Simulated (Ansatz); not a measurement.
# GaH3: the cost of one run

Method: the settings change from run to run; program: Ansatz 0.2.0, Gaussian basis.

21 further runs of the same task are left out: 7 for a known fault of the program, 10 that didn't finish, 4 set aside as unsound or not needed.

## (1) The geometry

The geometry derives from a PBE0/def2-TZVP stationary point (not a proven minimum). One angle is set to the value named; bond lengths are kept. No spin-orbit coupling is included. The filled d shell of Ga may be among the frozen orbitals whatever the setting's name suggests; the logs give the count.

4 atoms, charge 1, spin multiplicity 2.

Atoms are counted from 1 here; the program's logs count them from 0.

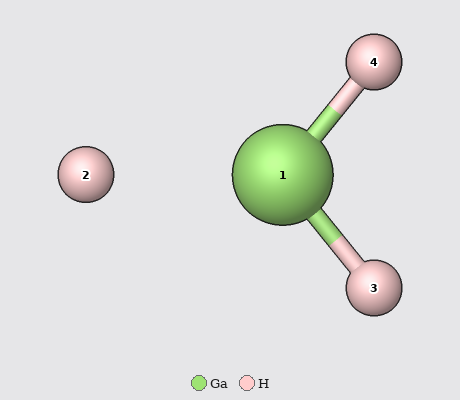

The structure; gallium green, hydrogen pink; atoms are numbered from 1 in the order of the file.

## (2) CCSD on UHF/aug-cc-pVDZ

File in.yaml:

```yaml
crystal:
  periodic: [false, false, false]
  atoms:
    - {symbol: Ga, position_ang: [0.000000, 0.002086, 0.000000]}
    - {symbol: H, position_ang: [0.000000, -2.070505, 0.000000]}
    - {symbol: H, position_ang: [0.000000, 0.963112, -1.193142]}
    - {symbol: H, position_ang: [0.000000, 0.963112, 1.193142]}
basis:
  gaussian: {orbitals: aug-cc-pVDZ}
total_charge: 1
magnetization: {spin_polarized: true, initial_magnetization: 1}
correlation: {method: ccsd, electrons: valence}
accuracy: high
```

Launch:

```bash
> ansatz run in.yaml --threads 1 --pin off --events-out ev --progress --plain --max-ram 2393MiB
```

Q: Estimate wall time and peak memory on 1 thread of Intel Xeon at 2.50GHz, shared host.

About 34 s, with a peak of 0.31 GiB.
